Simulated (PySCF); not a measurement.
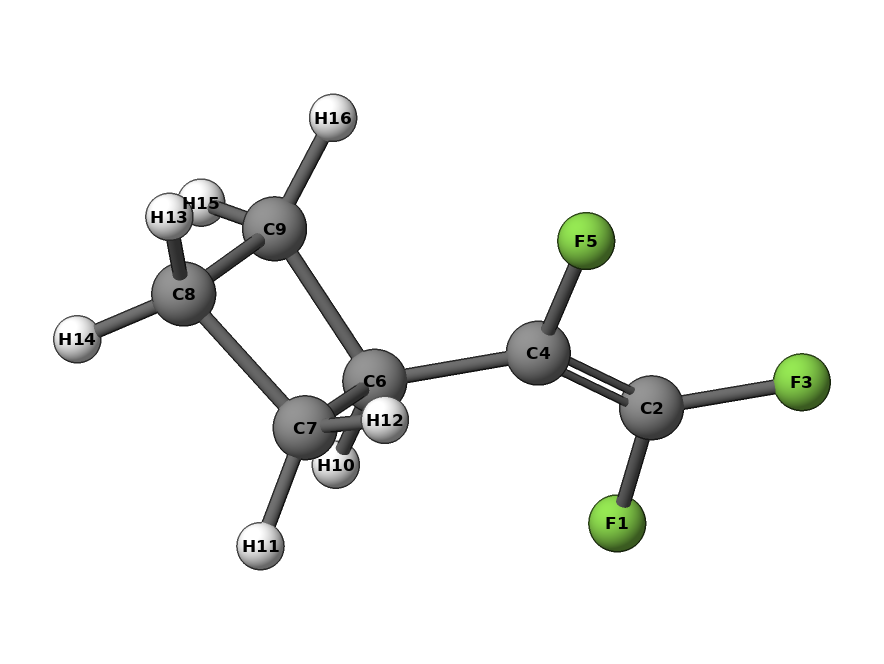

The questions are on isotropic NMR shieldings of the H atoms. Geometry: a frame of a GFN2-xTB molecular-dynamics simulation, not a minimum. Level of theory: GIAO PBE0/pcSseg-1 NMR shielding, non-relativistic, gas phase (PySCF 2.14.0).

List the isotropic NMR shieldings of the H atoms.

```
atom  σ (ppm)
 H10    27.96
 H11    29.39
 H12    29.97
 H13    29.79
 H14    30.11
 H15    27.92
 H16    28.42
```
